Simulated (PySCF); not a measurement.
```yaml
atoms:
  - { symbol: B, position_ang: [-1.0495, -0.6211, 1.4774] }
  - { symbol: C, position_ang: [-0.9749, -0.1240, 0.0347] }
  - { symbol: C, position_ang: [-1.2364, -1.1059, -1.1000] }
  - { symbol: O, position_ang: [-1.5960, 1.1256, -0.2670] }
  - { symbol: Si, position_ang: [-3.1331, 1.5958, -0.1287] }
  - { symbol: Si, position_ang: [0.8543, 0.5520, -0.0498] }
  - { symbol: C, position_ang: [2.2066, -0.7640, 0.1888] }
  - { symbol: C, position_ang: [3.6050, -0.1621, 0.1180] }
  - { symbol: H, position_ang: [-0.7286, -1.7197, 1.7155] }
  - { symbol: H, position_ang: [-1.3549, 0.1086, 2.3358] }
  - { symbol: H, position_ang: [-0.6498, -2.0098, -0.9607] }
  - { symbol: H, position_ang: [-0.9925, -0.6616, -2.0641] }
  - { symbol: H, position_ang: [-2.2920, -1.3787, -1.1116] }
  - { symbol: H, position_ang: [-3.0176, 2.9326, -0.6985] }
  - { symbol: H, position_ang: [-4.0445, 0.7297, -0.8898] }
  - { symbol: H, position_ang: [-3.5964, 1.6028, 1.2624] }
  - { symbol: H, position_ang: [0.9964, 1.6239, 0.9376] }
  - { symbol: H, position_ang: [0.9276, 1.1282, -1.3981] }
  - { symbol: H, position_ang: [2.0845, -1.2636, 1.1520] }
  - { symbol: H, position_ang: [2.1194, -1.5434, -0.5711] }
  - { symbol: H, position_ang: [4.3687, -0.9273, 0.2452] }
  - { symbol: H, position_ang: [3.7654, 0.3238, -0.8402] }
  - { symbol: H, position_ang: [3.7338, 0.5852, 0.8955] }
```

Geometry: GFN2-xTB.

All numbers below come from PBE0/pcSseg-1, SCF density, gas phase, non-relativistic (PySCF 2.14.0).

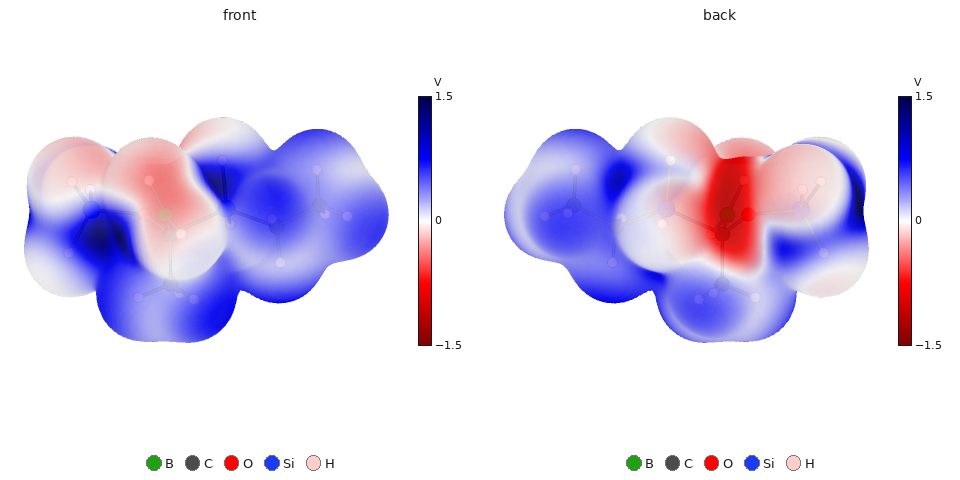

C4H15BOSi2. The electrostatic potential painted on the density surface at 0.002 e/bohr³, seen from the front and from behind; the colour scale runs from red (negative) to blue (positive).

**Where is the surface potential most negative and most positive?**

The most negative region (about −1.1 V) lies over O4, the most positive (about +1.4 V) over B1 and Si5. O4 is the likeliest acceptor of a hydrogen bond.

**What dipole moment does the calculation give?**

Its dipole moment is 1.36 D.
